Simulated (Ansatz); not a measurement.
# ZnH₂O + HF: a complex and its separated parts

The complex below is one end of an elementary step. How strongly is it bound against its free parts?

Program: Ansatz 0.2.0, Gaussian basis. Level of theory: PBE0-D4/def2-TZVP structures, single points in def2-TZVPP, no counterpoise correction. These are calculated values, not measurements.

Levels: SPW92, PBE-D4, BLYP-D4, r2SCAN-D4, B97M-V, PBE0-D4, B3LYP-D4, r2SCAN0-D4, BHLYP-D4, CAM-B3LYP-D4, wB97X-V, wB97M-V, B2PLYP, PBE-QIDH, RPA on PBE, Hartree-Fock, MP2, CCSD, CCSD(T).

Correlated methods freeze the cores. The 3s and 3p shells of Cu and Zn are frozen; filled d shells are correlated. B3LYP uses VWN-RPA correlation. B2PLYP carries no dispersion term here.

94 further runs of the same task are left out: 94 set aside as unsound or not needed.

## (1) The system as given

The complex: 6 atoms, charge 0, spin multiplicity 1.

Atoms are counted from 1 here; the program's logs count them from 0.

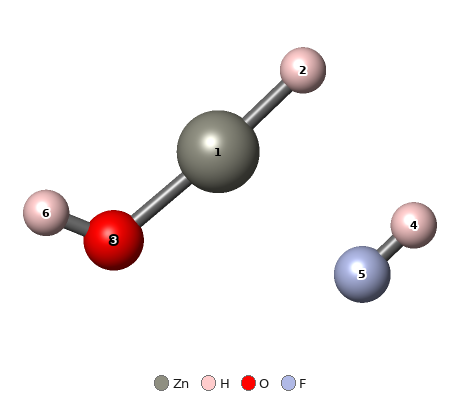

Start geometry, drawn with zinc grey, hydrogen pink, oxygen red, fluorine light blue; atoms are numbered from 1 in the order of the file.

As a file:

```xyz
6
FH3OZn
Zn   -0.1299   -0.2933    0.5907
H    -0.4245    0.8592    1.5499
O     0.1963   -1.7050   -0.4418
H     0.0206    2.2013   -0.5494
F     0.1996    1.5018   -1.1272
H     0.1379   -2.5640   -0.0222
```

Its parts: ZnH₂O holds atoms 1, 2, 3, 6; HF holds atoms 4, 5. Each part counts its atoms afresh in its own runs.

## (2) Relaxing ZnH₂O alone

Contents of relax-a/in.yaml:

```yaml
crystal:
  periodic: [false, false, false]
  atoms:
    - {symbol: Zn, position_ang: [-0.129860, -0.293251, 0.590658]}
    - {symbol: H, position_ang: [-0.424537, 0.859165, 1.549918]}
    - {symbol: O, position_ang: [0.196284, -1.704993, -0.441759]}
    - {symbol: H, position_ang: [0.137946, -2.563963, -0.022200]}
basis:
  gaussian: {orbitals: def2-TZVP}
hamiltonian: {xc: pbe0, dispersion: d4}
relax: {f_tol: 0.005, max_steps: 200}
```

Launch:

```
> ansatz run in.yaml --threads 4 --pin off --events-out ev --progress --plain --max-ram 9574MiB
```

Standard output, shortened:

```text
Functional definition: PBE0
  name "PBE0"
  cite "Adamo & Barone, J. Chem. Phys. 110, 6158 (1999) doi:10.1063/1.478522"
  cite "Perdew, Burke & Ernzerhof, Phys. Rev. Lett. 77, 3865 (1996) doi:10.1103/PhysRevLett.77.3865"
  parent pbe
[...]
780 factors; their error is unknown
[...]
mean field -50491.44288843 eV, -1855.5263018208 hartree, gradient 3.4e-5 eV, S^2 0.000000; 0 other end points of the search recorded, 0 dependent functions left out
[...]
reference -50491.44291794 eV, -1855.5263029051 hartree; 20, 20 occupied and 71, 71 virtual orbitals, 780 factors
[...]
780 factors; their error is unknown
mean field -50491.46010708 eV, -1855.5269345943 hartree, gradient 7.9e-5 eV, S^2 0.000000; 1 other end points of the search recorded, 0 dependent functions left out
[...]
reference -50491.46013662 eV, -1855.5269356799 hartree; 20, 20 occupied and 71, 71 virtual orbitals, 780 factors
Total energy: -50491.48993784 eV, -1855.5280308545 hartree
Atom 0 at    -0.145146    -0.331088     0.661191 Å, force    -0.000290     0.001217     0.000924 eV/Å
Atom 1 at    -0.416160     0.894268     1.508230 Å, force     0.000017    -0.000055    -0.000059 eV/Å
Atom 2 at     0.192193    -1.690647    -0.428158 Å, force     0.000222    -0.001554    -0.000577 eV/Å
Atom 3 at     0.148945    -2.575575    -0.064645 Å, force     0.000050     0.000392    -0.000288 eV/Å
Dipole moment:    -0.070995    -0.060988     0.302619 e Å
```

It took 4.6 s on 4 threads of Arm Neoverse V1, shared host.

Relaxation path:

```tsv
step	energy from step 1 (eV)	largest force component (eV/Å)
1	0.0000	0.2995
2	-0.0137	0.1097
3	-0.0169	0.0612
4	-0.0164	0.1185
5	-0.0173	0.0105
6	-0.0173	0.0016
```

Distances of close pairs at the start and the end, largest changes first:

```tsv
bond	before (Å)	after (Å)	change (Å)
Zn1–H2	1.528	1.514	-0.014
Zn1–O3	1.779	1.775	-0.005
O3–H4	0.958	0.958	-0.000
```

## (3) Relaxing HF alone

Contents of relax-b/in.yaml:

```yaml
crystal:
  periodic: [false, false, false]
  atoms:
    - {symbol: H, position_ang: [0.020563, 2.201251, -0.549381]}
    - {symbol: F, position_ang: [0.199606, 1.501789, -1.127236]}
basis:
  gaussian: {orbitals: def2-TZVP}
hamiltonian: {xc: pbe0, dispersion: d4}
relax: {f_tol: 0.005, max_steps: 200}
```

Launch:

```
> ansatz run in.yaml --threads 4 --pin off --events-out ev --progress --plain --max-ram 9574MiB
```

Standard output, shortened:

```text
[... 5 set-up lines as earlier in the session ...]
[...]
200 factors; their error is unknown
[...]
mean field -2731.80102768 eV, -100.3918360861 hartree, gradient 6.8e-6 eV, S^2 0.000000; 0 other end points of the search recorded, 0 dependent functions left out
[...]
reference -2731.80170840 eV, -100.3918611022 hartree; 5, 5 occupied and 32, 32 virtual orbitals, 200 factors
Total energy: -2731.80322169 eV, -100.3919167145 hartree
Atom 0 at     0.021022     2.199459    -0.550862 Å, force    -0.000137     0.000535     0.000442 eV/Å
Atom 1 at     0.199147     1.503581    -1.125755 Å, force     0.000137    -0.000535    -0.000442 eV/Å
Dipole moment:    -0.077601     0.303162     0.250455 e Å
```

Wall time 0.45 s (4 threads of Arm Neoverse V1, shared host).

Relaxation path:

```tsv
step	energy from step 1 (eV)	largest force component (eV/Å)
1	0.0000	0.2134
2	-0.0006	0.0436
3	-0.0007	0.0005
```

The bond:

```tsv
bond	before (Å)	after (Å)	change (Å)
H1–F2	0.925	0.920	-0.005
```

## (4) SPW92/def2-TZVPP

Contents of parta/in.yaml:

```yaml
crystal:
  periodic: [false, false, false]
  atoms:
    - {symbol: Zn, position_ang: [-0.145146, -0.331088, 0.661191]}
    - {symbol: H, position_ang: [-0.416160, 0.894268, 1.508230]}
    - {symbol: O, position_ang: [0.192193, -1.690647, -0.428158]}
    - {symbol: H, position_ang: [0.148945, -2.575575, -0.064645]}
basis:
  gaussian: {orbitals: def2-TZVPP}
hamiltonian: {xc: lda}
```

Contents of partb/in.yaml:

```yaml
crystal:
  periodic: [false, false, false]
  atoms:
    - {symbol: H, position_ang: [0.021022, 2.199459, -0.550862]}
    - {symbol: F, position_ang: [0.199147, 1.503581, -1.125755]}
basis:
  gaussian: {orbitals: def2-TZVPP}
hamiltonian: {xc: lda}
```

One command serves all of them, each in its own folder.

Launch:

```
> ansatz run in.yaml --threads 4 --pin off --events-out ev --progress --plain --max-ram 9574MiB
```

Output in parta, shortened:

```text
Functional definition: SPW92
  name "SPW92"
  cite "Dirac, Proc. Camb. Phil. Soc. 26, 376 (1930) doi:10.1017/S0305004100016108"
  cite "Slater, Phys. Rev. 81, 385 (1951) doi:10.1103/PhysRev.81.385"
  cite "Perdew & Wang, Phys. Rev. B 45, 13244 (1992) doi:10.1103/PhysRevB.45.13244"
[...]
768 factors; their error is unknown
[...]
mean field -50406.86268145 eV, -1852.4180365447 hartree, gradient 2.2e-5 eV, S^2 0.000000; 0 other end points of the search recorded, 0 dependent functions left out
reference -50406.86271904 eV, -1852.4180379259 hartree; 20, 20 occupied and 103, 103 virtual orbitals, 768 factors
Total energy: -50406.86271904 eV, -1852.4180379259 hartree
```

partb printed, shortened:

```text
[... 5 set-up lines as earlier in the session ...]
[...]
215 factors; their error is unknown
[...]
mean field -2716.76650953 eV, -99.8393277347 hartree, gradient 3.5e-5 eV, S^2 0.000000; 0 other end points of the search recorded, 0 dependent functions left out
reference -2716.76652061 eV, -99.8393281420 hartree; 5, 5 occupied and 40, 40 virtual orbitals, 215 factors
Total energy: -2716.76652061 eV, -99.8393281420 hartree
```

Times: 0.4 s (parta), 0.1 s (partb) on 4 threads of Arm Neoverse V1, shared host.

## (5) PBE-D4/def2-TZVPP

The same edit goes into each in.yaml of step 4 (parta, partb):

```diff
-hamiltonian: {xc: lda}
+hamiltonian: {xc: pbe, dispersion: d4}
```

One command serves all of them, each in its own folder.

Launch:

```
> ansatz run in.yaml --threads 4 --pin off --events-out ev --progress --plain --max-ram 9574MiB
```

parta printed, shortened:

```text
Functional definition: PBE
  name "PBE"
[... 2 set-up lines as earlier in the session ...]
[...]
768 factors; their error is unknown
[...]
mean field -50491.13626878 eV, -1855.5150337562 hartree, gradient 2.2e-5 eV, S^2 0.000000; 0 other end points of the search recorded, 0 dependent functions left out
reference -50491.13630870 eV, -1855.5150352234 hartree; 20, 20 occupied and 103, 103 virtual orbitals, 768 factors
Total energy: -50491.17225377 eV, -1855.5163561802 hartree
```

Output in partb, shortened:

```text
[... 4 set-up lines as earlier in the session ...]
[...]
215 factors; their error is unknown
[...]
mean field -2731.84358538 eV, -100.3934000525 hartree, gradient 4.7e-5 eV, S^2 0.000000; 0 other end points of the search recorded, 0 dependent functions left out
reference -2731.84359748 eV, -100.3934004974 hartree; 5, 5 occupied and 40, 40 virtual orbitals, 215 factors
Total energy: -2731.84549137 eV, -100.3934700963 hartree
```

Times: 0.65 s (parta), 0.15 s (partb) on 4 threads of Arm Neoverse V1, shared host.

## (6) BLYP-D4/def2-TZVPP

The same edit goes into each in.yaml of step 5 (parta, partb):

```diff
-hamiltonian: {xc: pbe, dispersion: d4}
+hamiltonian: {xc: {name: BLYP}, dispersion: d4}
```

One command serves all of them, each in its own folder.

Launch:

```
> ansatz run in.yaml --threads 4 --pin off --events-out ev --progress --plain --max-ram 9574MiB
```

Log of parta, shortened:

```text
Functional definition: BLYP
  name "BLYP"
  cite "Becke, Phys. Rev. A 38, 3098 (1988) doi:10.1103/PhysRevA.38.3098"
  cite "Lee, Yang & Parr, Phys. Rev. B 37, 785 (1988) doi:10.1103/PhysRevB.37.785"
[...]
768 factors; their error is unknown
[...]
mean field -50502.68281470 eV, -1855.9393614922 hartree, gradient 2.7e-5 eV, S^2 0.000000; 0 other end points of the search recorded, 0 dependent functions left out
reference -50502.68309770 eV, -1855.9393718923 hartree; 20, 20 occupied and 103, 103 virtual orbitals, 768 factors
Total energy: -50502.76421047 eV, -1855.9423527316 hartree
```

Output in partb, shortened:

```text
[... 4 set-up lines as earlier in the session ...]
[...]
215 factors; their error is unknown
[...]
mean field -2734.23793256 eV, -100.4813906884 hartree, gradient 3.9e-5 eV, S^2 0.000000; 0 other end points of the search recorded, 0 dependent functions left out
reference -2734.23805616 eV, -100.4813952309 hartree; 5, 5 occupied and 40, 40 virtual orbitals, 215 factors
Total energy: -2734.24263815 eV, -100.4815636159 hartree
```

Times: 0.7 s (parta), 0.15 s (partb) on 4 threads of Arm Neoverse V1, shared host.

## (7) r2SCAN-D4/def2-TZVPP

Each input of step 6 (parta, partb) changes in the same lines:

```diff
-hamiltonian: {xc: {name: BLYP}, dispersion: d4}
+hamiltonian: {xc: r2scan, dispersion: d4}
```

The same command starts each run, in its folder.

Launch:

```
> ansatz run in.yaml --threads 4 --pin off --events-out ev --progress --plain --max-ram 9574MiB
```

Output in parta, shortened:

```text
Functional definition: r2SCAN
  name "r2SCAN"
  cite "Furness, Kaplan, Ning, Perdew & Sun, J. Phys. Chem. Lett. 11, 8208 (2020) doi:10.1021/acs.jpclett.0c02405"
  cite "Furness, Kaplan, Ning, Perdew & Sun, J. Phys. Chem. Lett. 11, 9248 (2020) doi:10.1021/acs.jpclett.0c03077"
  parent r2scan
[...]
768 factors; their error is unknown
[...]
mean field -50499.21067388 eV, -1855.8117626707 hartree, gradient 2.3e-5 eV, S^2 0.000000; 0 other end points of the search recorded, 0 dependent functions left out
reference -50499.21068652 eV, -1855.8117631354 hartree; 20, 20 occupied and 103, 103 virtual orbitals, 768 factors
Total energy: -50499.21882453 eV, -1855.8120622017 hartree
```

Output in partb, shortened:

```text
[... 5 set-up lines as earlier in the session ...]
[...]
215 factors; their error is unknown
[...]
mean field -2733.29261833 eV, -100.4466510313 hartree, gradient 6.5e-6 eV, S^2 0.000000; 0 other end points of the search recorded, 0 dependent functions left out
reference -2733.29262151 eV, -100.4466511481 hartree; 5, 5 occupied and 40, 40 virtual orbitals, 215 factors
Total energy: -2733.29307904 eV, -100.4466679622 hartree
```

Times: 1.4 s (parta), 0.4 s (partb) on 4 threads of Arm Neoverse V1, shared host.

## (8) B97M-V/def2-TZVPP

The same edit goes into each in.yaml of step 7 (parta, partb):

```diff
-hamiltonian: {xc: r2scan, dispersion: d4}
+hamiltonian: {xc: {name: B97M-V}}
```

One command serves all of them, each in its own folder.

Launch:

```
> ansatz run in.yaml --threads 4 --pin off --events-out ev --progress --plain --max-ram 9574MiB
```

Output in parta, shortened:

```text
Functional definition: B97M-V
  name "B97M-V"
  cite "Mardirossian & Head-Gordon, J. Chem. Phys. 142, 074111 (2015) doi:10.1063/1.4907719"
  cite "Becke, J. Chem. Phys. 107, 8554 (1997) doi:10.1063/1.475007"
  cite "Vydrov & Van Voorhis, J. Chem. Phys. 133, 244103 (2010) doi:10.1063/1.3521275"
  # Of w^i u^j: cxij and so on, Table III.
[...]
  gx(w, u) = cx00 + cx01*u + cx02*u^2 + (cx10 + cx11*u)*w
[...]
  gos(w, u) = cos00 + cos01*u + cos03*u^3 + cos10*w + cos32*w^3*u^2
[...]
      + integral(e_c_pw_mod_opposite_spin*gos(b97_w_opposite, b97_u_opposite)) + vv10(b, c)
768 factors; their error is unknown
[...]
mean field -50490.28229603 eV, -1855.4836508365 hartree, gradient 1.5e-5 eV, S^2 0.000000; 0 other end points of the search recorded, 0 dependent functions left out
reference -50490.28235336 eV, -1855.4836529435 hartree; 20, 20 occupied and 103, 103 virtual orbitals, 768 factors
Total energy: -50490.28235336 eV, -1855.4836529435 hartree
```

partb printed, shortened:

```text
[... 5 set-up lines as earlier in the session ...]
  # Of w^i u^j: cxij and so on, Table III.
[...]
  gx(w, u) = cx00 + cx01*u + cx02*u^2 + (cx10 + cx11*u)*w
[...]
  gos(w, u) = cos00 + cos01*u + cos03*u^3 + cos10*w + cos32*w^3*u^2
[...]
      + integral(e_c_pw_mod_opposite_spin*gos(b97_w_opposite, b97_u_opposite)) + vv10(b, c)
215 factors; their error is unknown
[...]
mean field -2733.38837559 eV, -100.4501700458 hartree, gradient 2.3e-5 eV, S^2 0.000000; 0 other end points of the search recorded, 0 dependent functions left out
reference -2733.38839331 eV, -100.4501706968 hartree; 5, 5 occupied and 40, 40 virtual orbitals, 215 factors
Total energy: -2733.38839331 eV, -100.4501706968 hartree
```

Times: 2.1 s (parta), 0.3 s (partb) on 4 threads of Arm Neoverse V1, shared host.

## (9) PBE0-D4/def2-TZVPP

The same edit goes into each in.yaml of step 8 (parta, partb):

```diff
-hamiltonian: {xc: {name: B97M-V}}
+hamiltonian: {xc: pbe0, dispersion: d4}
+output: {orbitals: {seedname: orbitals}}
```

Each run has its own folder and the same command.

Launch:

```
> ansatz run in.yaml --threads 4 --pin off --events-out ev --progress --plain --max-ram 9574MiB
```

Log of parta, shortened:

```text
[... 5 set-up lines as earlier in the session ...]
[...]
853 factors; their error is unknown
[...]
mean field -50491.54457050 eV, -1855.5300385678 hartree, gradient 1.7e-5 eV, S^2 0.000000; 0 other end points of the search recorded, 0 dependent functions left out
reference -50491.54460016 eV, -1855.5300396576 hartree; 20, 20 occupied and 103, 103 virtual orbitals, 853 factors
Total energy: -50491.57440138 eV, -1855.5311348322 hartree
```

partb printed, shortened:

```text
[... 5 set-up lines as earlier in the session ...]
[...]
215 factors; their error is unknown
[...]
mean field -2731.86111941 eV, -100.3940444165 hartree, gradient 4.0e-5 eV, S^2 0.000000; 0 other end points of the search recorded, 0 dependent functions left out
reference -2731.86112813 eV, -100.3940447367 hartree; 5, 5 occupied and 40, 40 virtual orbitals, 215 factors
Total energy: -2731.86264142 eV, -100.3941003491 hartree
```

Times: 0.75 s (parta), 0.15 s (partb) on 4 threads of Arm Neoverse V1, shared host.

## (10) B3LYP-D4/def2-TZVPP

The same edit goes into each in.yaml of step 9 (parta, partb):

```diff
-hamiltonian: {xc: pbe0, dispersion: d4}
-output: {orbitals: {seedname: orbitals}}
+hamiltonian: {xc: {name: B3LYP}, dispersion: d4}
```

Each run has its own folder and the same command.

Launch:

```
> ansatz run in.yaml --threads 4 --pin off --events-out ev --progress --plain --max-ram 9574MiB
```

Output in parta, shortened:

```text
Functional definition: B3LYP
  name "B3LYP"
  cite "Stephens, Devlin, Chabalowski & Frisch, J. Phys. Chem. 98, 11623 (1994) doi:10.1021/j100096a001"
[... 2 set-up lines as earlier in the session ...]
  cite "Vosko, Wilk & Nusair, Can. J. Phys. 58, 1200 (1980) doi:10.1139/p80-159"
[...]
833 factors; their error is unknown
[...]
mean field -50502.10972282 eV, -1855.9183007541 hartree, gradient 1.4e-5 eV, S^2 0.000000; 0 other end points of the search recorded, 0 dependent functions left out
reference -50502.10993599 eV, -1855.9183085880 hartree; 20, 20 occupied and 103, 103 virtual orbitals, 833 factors
Total energy: -50502.16851840 eV, -1855.9204614518 hartree
```

partb printed, shortened:

```text
[... 6 set-up lines as earlier in the session ...]
[...]
215 factors; their error is unknown
[...]
mean field -2734.54625879 eV, -100.4927214685 hartree, gradient 1.9e-5 eV, S^2 0.000000; 0 other end points of the search recorded, 0 dependent functions left out
reference -2734.54634963 eV, -100.4927248068 hartree; 5, 5 occupied and 40, 40 virtual orbitals, 215 factors
Total energy: -2734.54933934 eV, -100.4928346766 hartree
```

Times: 0.8 s (parta), 0.15 s (partb) on 4 threads of Arm Neoverse V1, shared host.

## (11) r2SCAN0-D4/def2-TZVPP

The same edit goes into each in.yaml of step 10 (parta, partb):

```diff
-hamiltonian: {xc: {name: B3LYP}, dispersion: d4}
+hamiltonian: {xc: {name: r2SCAN0}, dispersion: d4}
```

One command serves all of them, each in its own folder.

Launch:

```
> ansatz run in.yaml --threads 4 --pin off --events-out ev --progress --plain --max-ram 9574MiB
```

Log of parta, shortened:

```text
Functional definition: r2SCAN0
  name "r2SCAN0"
  cite "Bursch, Neugebauer, Ehlert & Grimme, J. Chem. Phys. 156, 134105 (2022) doi:10.1063/5.0086040"
[... 3 set-up lines as earlier in the session ...]
[...]
853 factors; their error is unknown
[...]
mean field -50497.76764319 eV, -1855.7587322709 hartree, gradient 2.4e-5 eV, S^2 0.000000; 0 other end points of the search recorded, 0 dependent functions left out
reference -50497.76765320 eV, -1855.7587326387 hartree; 20, 20 occupied and 103, 103 virtual orbitals, 853 factors
Total energy: -50497.77727774 eV, -1855.7590863340 hartree
```

Log of partb, shortened:

```text
[... 6 set-up lines as earlier in the session ...]
[...]
215 factors; their error is unknown
[...]
mean field -2732.94546431 eV, -100.4338933563 hartree, gradient 6.6e-5 eV, S^2 0.000000; 0 other end points of the search recorded, 0 dependent functions left out
reference -2732.94546677 eV, -100.4338934468 hartree; 5, 5 occupied and 40, 40 virtual orbitals, 215 factors
Total energy: -2732.94596874 eV, -100.4339118939 hartree
```

Wall times: 1.5 s (parta), 0.4 s (partb) on 4 threads of Arm Neoverse V1, shared host.

## (12) BHLYP-D4/def2-TZVPP

Each input of step 11 (parta, partb) changes in the same lines:

```diff
-hamiltonian: {xc: {name: r2SCAN0}, dispersion: d4}
+hamiltonian: {xc: {name: BHLYP}, dispersion: d4}
```

Each run has its own folder and the same command.

Launch:

```
> ansatz run in.yaml --threads 4 --pin off --events-out ev --progress --plain --max-ram 9574MiB
```

Log of parta, shortened:

```text
Functional definition: BHLYP
  name "BHLYP"
  cite "Becke, J. Chem. Phys. 98, 1372 (1993) doi:10.1063/1.464304"
[... 2 set-up lines as earlier in the session ...]
[...]
935 factors; their error is unknown
[...]
mean field -50498.34510458 eV, -1855.7799535856 hartree, gradient 3.4e-5 eV, S^2 0.000000; 0 other end points of the search recorded, 0 dependent functions left out
reference -50498.34524758 eV, -1855.7799588408 hartree; 20, 20 occupied and 103, 103 virtual orbitals, 935 factors
Total energy: -50498.38971911 eV, -1855.7815931392 hartree
```

Output in partb, shortened:

```text
[... 5 set-up lines as earlier in the session ...]
[...]
234 factors; their error is unknown
[...]
mean field -2733.43313970 eV, -100.4518150964 hartree, gradient 1.2e-5 eV, S^2 0.000000; 0 other end points of the search recorded, 0 dependent functions left out
reference -2733.43320024 eV, -100.4518173211 hartree; 5, 5 occupied and 40, 40 virtual orbitals, 234 factors
Total energy: -2733.43492820 eV, -100.4518808226 hartree
```

Wall times: 0.8 s (parta), 0.15 s (partb) on 4 threads of Arm Neoverse V1, shared host.

## (13) CAM-B3LYP-D4/def2-TZVPP

The same edit goes into each in.yaml of step 12 (parta, partb):

```diff
-hamiltonian: {xc: {name: BHLYP}, dispersion: d4}
+hamiltonian: {xc: {name: CAM-B3LYP}, dispersion: d4}
```

Each run has its own folder and the same command.

Launch:

```
> ansatz run in.yaml --threads 4 --pin off --events-out ev --progress --plain --max-ram 9574MiB
```

Output in parta, shortened:

```text
Functional definition: CAM-B3LYP
  name "CAM-B3LYP"
  cite "Yanai, Tew & Handy, Chem. Phys. Lett. 393, 51 (2004) doi:10.1016/j.cplett.2004.06.011"
  cite "Iikura, Tsuneda, Yanai & Hirao, J. Chem. Phys. 115, 3540 (2001) doi:10.1063/1.1383587"
[... 2 set-up lines as earlier in the session ...]
[...]
815 factors; their error is unknown
141 factors; integrals over basis functions are off by at most 6.8e-5 eV
[...]
mean field -50503.06622822 eV, -1855.9534516792 hartree, gradient 1.4e-5 eV, S^2 0.000000; 0 other end points of the search recorded, 0 dependent functions left out
reference -50503.06633221 eV, -1855.9534555008 hartree; 20, 20 occupied and 103, 103 virtual orbitals, 815 factors
Total energy: -50503.09634837 eV, -1855.9545585743 hartree
```

partb printed, shortened:

```text
[... 6 set-up lines as earlier in the session ...]
[...]
  # Exact exchange under (alpha + beta erf(omega r))/r, Becke's under what is left of 1/r.
[...]
215 factors; their error is unknown
48 factors; integrals over basis functions are off by at most 4.9e-5 eV
[...]
mean field -2733.85902736 eV, -100.4674661792 hartree, gradient 6.2e-5 eV, S^2 0.000000; 0 other end points of the search recorded, 0 dependent functions left out
reference -2733.85907149 eV, -100.4674678010 hartree; 5, 5 occupied and 40, 40 virtual orbitals, 215 factors
Total energy: -2733.86051181 eV, -100.4675207318 hartree
```

Wall times: 0.85 s (parta), 0.2 s (partb) on 4 threads of Arm Neoverse V1, shared host.

[end of part 1 of 2]
